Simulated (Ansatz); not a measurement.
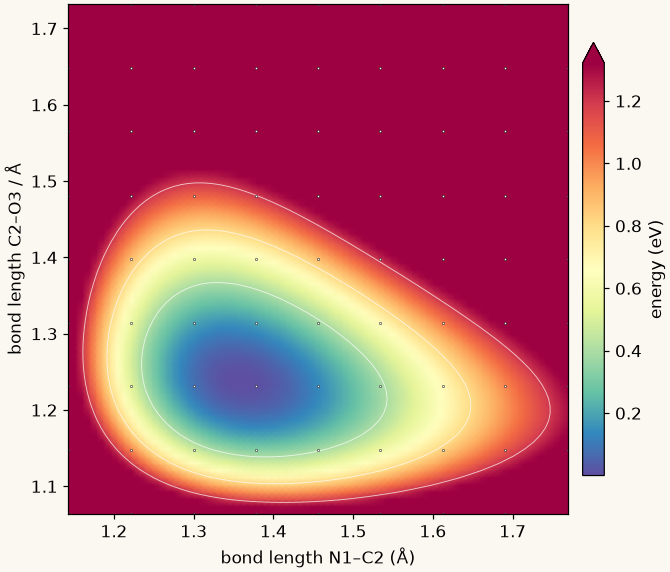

CH₂NO₂, SMILES N=C([O])O, spin multiplicity 2. 
- First axis: bond length N1–C2. Second axis: bond length C2–O3.
- Nothing is relaxed (all other coordinates rigid).
- The scan uses a 9 × 9 grid.
- Energies are in eV, from the relaxed molecule at the same level.
- Level of theory: UKS PBE-D4/def2-SVP (Ansatz).

The picture shows a smooth colour map with a few white contour lines, dots at the grid points, one colour for all values above the top of the scale. Between grid points the surface is interpolated.

> Where is the minimum, and how stiff is the well along each coordinate?

The interpolated minimum is at bond length N1–C2 ≈ 1.361 Å, bond length C2–O3 ≈ 1.237 Å. The curvatures there are about 38 eV/Å² and 66 eV/Å², with a cross term of about 11 eV/Å². Round the minimum the valley is somewhat tilted: raising bond length N1–C2 shifts the best value of bond length C2–O3 downwards (coupling k₁₂/√(k₁₁k₂₂) about 0.2).
